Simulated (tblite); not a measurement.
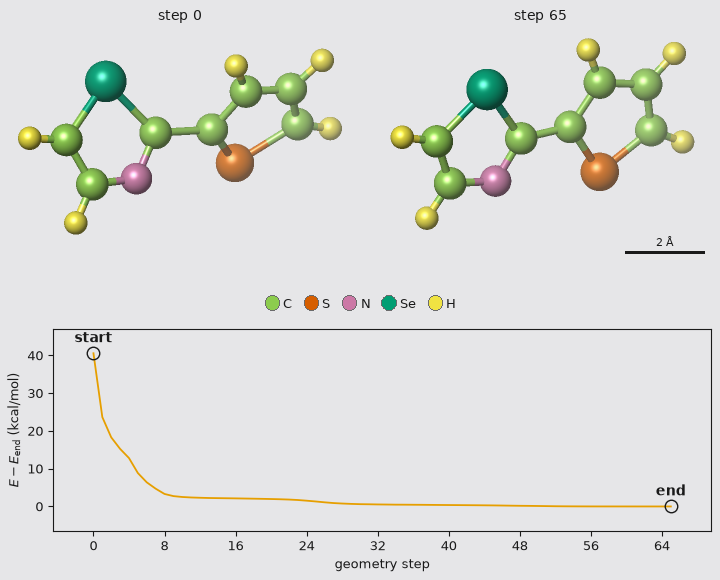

First and last geometry of a relaxation of C7H5NSSe, with the history of the run. A ball-and-stick model, seen at a tilt.

The calculation used GFN2-xTB geometry optimisation, gas phase in tblite 0.8.0. 

Read the history and describe the run.

Answer. It converged. The energy falls by 40.6 kcal/mol in 65 geometry steps. The largest move after the best rigid fit is that of the Se atom, 0.79 Å. Largest moves by element: Se 0.79 Å, H 0.71 Å, S 0.57 Å, N 0.36 Å, C 0.33 Å. Among the contacts that change: C–C 1.661 → 1.424 Å, C–S 1.886 → 1.717 Å, C–S 1.644 → 1.737 Å, C–C 1.332 → 1.404 Å. Among the angles between lasting bonds that change: C–C–Se 135.3° → 121.7°, C–C–C 115.5° → 128.4°, S–C–C 132.0° → 120.5°. Groups turn about C–C by about 40°. The run took 0.48 s on 1 thread of Arm Neoverse V2, on a shared host.
